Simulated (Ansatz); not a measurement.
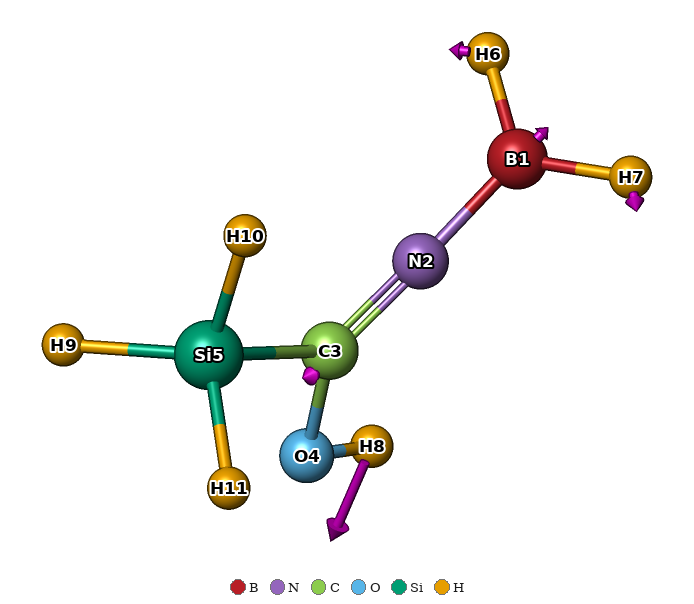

The arrows show one normal mode. Harmonic vibrations computed with RKS PBE0-D4/def2-TZVP (Ansatz 0.2.0) at a stationary point of the same level.

At what wavenumber does it lie?

1366 cm⁻¹; it is mode 20 of 27 counted from the lowest.
